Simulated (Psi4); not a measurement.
BH2: geometry relaxation (part 2 of 3)

The same run, continued: BH2, multiplicity 2; PBEh-3c/def2-mSVP, UKS (Psi4 1.11). The geometry comes from this level: GFN2-xTB.

Geometry of the input (Å):
```
B  0.2628  -0.1662  0.1286
H  0.2800  0.9853  0.2610
H  -0.5429  -0.8191  -0.3896
```

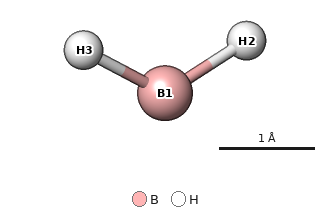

Figure 1. The input geometry (ball-and-stick view, seen at a tilt; atoms are numbered from 1 in the order of the input).

## Output, continued
```
  Rotational constants: A =     37.84092  B =      7.26844  C =      6.09728 [cm^-1]
  Rotational constants: A = 1134442.26500  B = 217902.49842  C = 182791.99990 [MHz]
  Nuclear repulsion =    4.699791719164456

  Charge       = 0
  Multiplicity = 2
  Electrons    = 7
  Nalpha       = 4
  Nbeta        = 3

  ==> Algorithm <==

  SCF Algorithm Type is DF.
  DIIS enabled.
  MOM disabled.
  Fractional occupation disabled.
  Guess Type is READ.
  Energy threshold   = 1.00e-08
  Density threshold  = 1.00e-08
  Integral threshold = 1.00e-12

   => Molecular Quadrature <=

    Radial Scheme          =       TREUTLER
    Pruning Scheme         =           NONE
    Nuclear Scheme         =       TREUTLER

    Blocking Scheme        =         OCTREE
    BS radius alpha        =              1
    Pruning alpha          =              1
    Radial Points          =             75
    Spherical Points       =            302
    Total Points           =          65789
    Total Blocks           =            553
    Max Points             =            256
    Max Functions          =             19
    Weights Tolerance      =       1.00E-15

   => Loading Basis Set <=

    Name: DEF2-MSVP
    Role: ORBITAL
    Keyword: BASIS

  Reading orbitals from file s0/psi4.default.535838.180.npy, no projection.

   => Auxiliary Basis Set <=

  Basis Set: (DEF2-MSVP AUX)
    Blend: DEF2-UNIVERSAL-JKFIT
    Number of shells: 37
    Number of basis functions: 111
    Number of Cartesian functions: 129
    Spherical Harmonics?: true
    Max angular momentum: 4

  Cached 100.0% of DFT collocation blocks in 0.035 [GiB].

  Minimum eigenvalue in the overlap matrix is 4.2578046095E-02.
  Reciprocal condition number of the overlap matrix is 1.2381768321E-02.
    Using symmetric orthogonalization.

  ==> Pre-Iterations <==

  SCF Guess: Orbitals guess was supplied from a previous computation.

   -------------------------------------------------------
    Irrep   Nso     Nmo     Nalpha   Nbeta   Ndocc  Nsocc
   -------------------------------------------------------
     A         19      19       4       3       3       1
   -------------------------------------------------------
    Total      19      19       4       3       3       1
   -------------------------------------------------------

  ==> Iterations <==

                           Total Energy        Delta E     RMS |[F,P]|

   @DF-UKS iter   0:   -25.84623364236962   -2.58462e+01   1.70915e-03
   @DF-UKS iter   1:   -25.86203071540234   -1.57971e-02   2.20453e-04 DIIS/ADIIS
   @DF-UKS iter   2:   -25.86204794169705   -1.72263e-05   5.69284e-05 DIIS
   @DF-UKS iter   3:   -25.86204878137220   -8.39675e-07   1.23277e-05 DIIS
   @DF-UKS iter   4:   -25.86204884026661   -5.88944e-08   3.78698e-06 DIIS
   @DF-UKS iter   5:   -25.86204884963161   -9.36500e-09   8.84307e-07 DIIS
   @DF-UKS iter   6:   -25.86204885014264   -5.11033e-10   1.56422e-07 DIIS
   @DF-UKS iter   7:   -25.86204885015679   -1.41469e-11   2.39263e-08 DIIS
   @DF-UKS iter   8:   -25.86204885015721   -4.22773e-13   3.60639e-09 DIIS
  Energy and wave function converged.

  ==> Post-Iterations <==

   Electrons on quadrature grid:
      Nalpha   =    4.0000001270 ; deviation = 1.270e-07
      Nbeta    =    3.0000000953 ; deviation = 9.532e-08
      Ntotal   =    7.0000002223 ; deviation = 2.223e-07

   @Spin Contamination Metric:   9.891502579E-04
   @S^2 Expected:                7.500000000E-01
   @S^2 Observed:                7.509891503E-01
   @S   Expected:                5.000000000E-01
   @S   Observed:                5.000000000E-01

    Final Occupation by Irrep:
              A
    DOCC [     3 ]
    SOCC [     1 ]
    NA   [     4 ]
    NB   [     3 ]

  @DF-UKS Final Energy:   -25.86204885015721

   => Energetics <=

    Nuclear Repulsion Energy =              4.6997917191644563
    One-Electron Energy =                 -42.9378348982694149
    Two-Electron Energy =                  15.1241399681510060
    DFT Exchange-Correlation Energy =      -2.7486631688503884
    Empirical Dispersion Energy =           0.0005175296471273
    VV10 Nonlocal Energy =                  0.0000000000000000
    Total Energy =                        -25.8620488501572119

  UHF NO Occupations:
  HONO-2 :    2  A 1.9998435
  HONO-1 :    3  A 1.9996623
  HONO-0 :    4  A 1.0000000
  LUNO+0 :    5  A 0.0003377
  LUNO+1 :    6  A 0.0001565
  LUNO+2 :    7  A 0.0000004
  LUNO+3 :    8  A 0.0000000

Computation Completed

Properties will be evaluated at   0.000000,   0.000000,   0.000000 [a0]

Properties computed using the SCF density matrix

 Multipole Moments:

 ------------------------------------------------------------------------------------
     Multipole            Electronic (a.u.)      Nuclear  (a.u.)        Total (a.u.)
 ------------------------------------------------------------------------------------

 L = 1.  Multiply by 2.5417464519 to convert [e a0] to [Debye]
 Dipole X            :          0.5850300           -0.7691483           -0.1841183
 Dipole Y            :         -0.3342697            0.4394694            0.1051997
 Dipole Z            :          0.0000000           -0.0000000            0.0000000
 Magnitude           :                                                    0.2120531

 ------------------------------------------------------------------------------------

	total time  =          1 seconds =       0.02 minutes

         ------------------------------------------------------------
                                   SCF GRAD
         ------------------------------------------------------------

  ==> Geometry <==

    Molecular point group: c1
    Full point group: Cs

    Geometry (in Bohr), charge = 0, multiplicity = 2:

       Center              X                  Y                   Z               Mass
    ------------   -----------------  -----------------  -----------------  -----------------
         B            0.129839788721    -0.074186749773     0.000000000000    11.009305360000
         H            0.296458381675     2.165235077832    -0.000000000000     1.007825032230
         H           -1.714805650486    -1.354831926689    -0.000000000000     1.007825032230

  Nuclear repulsion =    4.699791719164456

   => Molecular Quadrature <=

    Radial Scheme          =       TREUTLER
    Pruning Scheme         =           NONE
    Nuclear Scheme         =       TREUTLER

    Blocking Scheme        =         OCTREE
    BS radius alpha        =              1
    Pruning alpha          =              1
    Radial Points          =             75
    Spherical Points       =            302
    Total Points           =          65789
    Total Blocks           =            553
    Max Points             =            256
    Max Functions          =             19
    Weights Tolerance      =       1.00E-15

  -Total Gradient:
     Atom            X                  Y                   Z
    ------   -----------------  -----------------  -----------------
       1       -0.000118595289     0.000067576101     0.000000000000
       2        0.000231754531     0.000268387974    -0.000000000000
       3       -0.000113390574    -0.000335831902    -0.000000000000

	total time  =          0 seconds =       0.00 minutes

    			-----------------------------------------

    			 OPTKING 3.0: for geometry optimizations

    			        with contributions from

    			-----------------------------------------

	                            ===> Fragment 1 <==

	 Z (Atomic Numbers)          Masses                          Geom
	       5.000000            11.009305          0.12983979 -0.07418675  0.00000000
	       1.000000             1.007825          0.29645838  2.16523508 -0.00000000
	       1.000000             1.007825         -1.71480565 -1.35483193 -0.00000000

	 - Coordinate -           - BOHR/RAD -       - ANG/DEG -
	 R(1,2)           =         2.245612           1.188327
	 R(1,3)           =         2.245611           1.188326
	 B(2,1,3)         =         2.251918         129.025426

	        --- Internal Coordinate Step in ANG or DEG, aJ/ANG or AJ/DEG ---
	-------------------------------------------------------------------------------
	           Coordinate      Previous         Force          Change          New
	           ----------      --------        ------          ------        ------
	               R(1,2)       1.18833       -0.00235       -0.00051       1.18782
	               R(1,3)       1.18833       -0.00234       -0.00051       1.18782
	             B(2,1,3)     129.02543       -0.00004       -0.16574     128.85968
	-------------------------------------------------------------------------------

	                                 ==> Convergence Check <==

	Measures of convergence in internal coordinates in au.

	Criteria marked as inactive (o), active & met (*), and active & unmet ( ).

	----------------------------------------------------------------------------------------------
	   Step    Total Energy     Delta E     Max Force     RMS Force      Max Disp      RMS Disp
	----------------------------------------------------------------------------------------------
	  Convergence Criteria     1.00e-06 *    3.00e-04 *             o    1.20e-03 *             o
	----------------------------------------------------------------------------------------------
	     2     -25.86204885   -8.17e-04      4.74e-04      3.59e-04 o    2.89e-03      1.84e-03 o  ~
	----------------------------------------------------------------------------------------------

Next Geometry in Ang
	Fragment 1 (Ang)

	    B   0.0694798314  -0.0396987052   0.0000000000
	    H   0.1558996699   1.1449745673  -0.0000000000
	    H  -0.9072282955  -0.7156869203  -0.0000000000

    Structure for next step:
    Molecular point group: c1
    Full point group: Cs

    Geometry (in Bohr), charge = 0, multiplicity = 2:

    B            0.130178248193    -0.074380097468     0.000000000000
    H            0.293488074930     2.164327935744    -0.000000000000
    H           -1.715532616152    -1.351812688009    -0.000000000000

gradient() will perform analytic gradient computation.

  ==> Geometry <==

    Molecular point group: c1
    Full point group: Cs

    Geometry (in Bohr), charge = 0, multiplicity = 2:

       Center              X                  Y                   Z               Mass
    ------------   -----------------  -----------------  -----------------  -----------------
         B            0.130178248193    -0.074380097468     0.000000000000    11.009305360000
         H            0.293488074930     2.164327935744    -0.000000000000     1.007825032230
         H           -1.715532616152    -1.351812688009    -0.000000000000     1.007825032230

  Running in c1 symmetry.

  Rotational constants: A =     37.64442  B =      7.28469  C =      6.10357 [cm^-1]
  Rotational constants: A = 1128551.18982  B = 218389.41777  C = 182980.33030 [MHz]
  Nuclear repulsion =    4.701961311227328

  Charge       = 0
  Multiplicity = 2
  Electrons    = 7
  Nalpha       = 4
  Nbeta        = 3

   => Auxiliary Basis Set <=

  Basis Set: (DEF2-MSVP AUX)
    Blend: DEF2-UNIVERSAL-JKFIT
    Number of shells: 37
    Number of basis functions: 111
    Number of Cartesian functions: 129
    Spherical Harmonics?: true
    Max angular momentum: 4

  Cached 100.0% of DFT collocation blocks in 0.035 [GiB].

  Minimum eigenvalue in the overlap matrix is 4.2448013558E-02.
  Reciprocal condition number of the overlap matrix is 1.2338850192E-02.
    Using symmetric orthogonalization.

  ==> Iterations <==

                           Total Energy        Delta E     RMS |[F,P]|

   @DF-UKS iter   0:   -25.86230220513380   -2.58623e+01   3.77155e-05
   @DF-UKS iter   1:   -25.86205007552444    2.52130e-04   6.01175e-06 DIIS
   @DF-UKS iter   2:   -25.86205009360047   -1.80760e-08   2.14320e-06 DIIS
   @DF-UKS iter   3:   -25.86205009563745   -2.03698e-09   7.63662e-07 DIIS
   @DF-UKS iter   4:   -25.86205009599283   -3.55385e-10   1.03156e-07 DIIS
   @DF-UKS iter   5:   -25.86205009600040   -7.56728e-12   1.67512e-08 DIIS
   @DF-UKS iter   6:   -25.86205009600058   -1.81188e-13   3.89297e-09 DIIS
  Energy and wave function converged.

  ==> Post-Iterations <==

   Electrons on quadrature grid:
      Nalpha   =    4.0000001270 ; deviation = 1.270e-07
      Nbeta    =    3.0000000949 ; deviation = 9.490e-08
      Ntotal   =    7.0000002219 ; deviation = 2.219e-07

   @Spin Contamination Metric:   9.848257491E-04
   @S^2 Expected:                7.500000000E-01
   @S^2 Observed:                7.509848257E-01
   @S   Expected:                5.000000000E-01
   @S   Observed:                5.000000000E-01

    Final Occupation by Irrep:
              A
    DOCC [     3 ]
    SOCC [     1 ]
    NA   [     4 ]
    NB   [     3 ]

  @DF-UKS Final Energy:   -25.86205009600058

   => Energetics <=

    Nuclear Repulsion Energy =              4.7019613112273282
    One-Electron Energy =                 -42.9419616029245361
    Two-Electron Energy =                  15.1263021031716818
    DFT Exchange-Correlation Energy =      -2.7488680128348708
    Empirical Dispersion Energy =           0.0005161053598113
    VV10 Nonlocal Energy =                  0.0000000000000000
    Total Energy =                        -25.8620500960005835

  UHF NO Occupations:
  HONO-2 :    2  A 1.9998430
  HONO-1 :    3  A 1.9996649
  HONO-0 :    4  A 1.0000000
  LUNO+0 :    5  A 0.0003351
  LUNO+1 :    6  A 0.0001570
  LUNO+2 :    7  A 0.0000004
  LUNO+3 :    8  A 0.0000000

Computation Completed

Properties will be evaluated at   0.000000,   0.000000,   0.000000 [a0]

Properties computed using the SCF density matrix

 Multipole Moments:

 ------------------------------------------------------------------------------------
     Multipole            Electronic (a.u.)      Nuclear  (a.u.)        Total (a.u.)
 ------------------------------------------------------------------------------------

 L = 1.  Multiply by 2.5417464519 to convert [e a0] to [Debye]
 Dipole X            :          0.5873319           -0.7711533           -0.1838214
 Dipole Y            :         -0.3355846            0.4406148            0.1050301
 Dipole Z            :         -0.0000000           -0.0000000           -0.0000000
 Magnitude           :                                                    0.2117112

 ------------------------------------------------------------------------------------

	total time  =          1 seconds =       0.02 minutes

         ------------------------------------------------------------
                                   SCF GRAD
         ------------------------------------------------------------

  ==> Geometry <==

    Molecular point group: c1
    Full point group: Cs

    Geometry (in Bohr), charge = 0, multiplicity = 2:
```
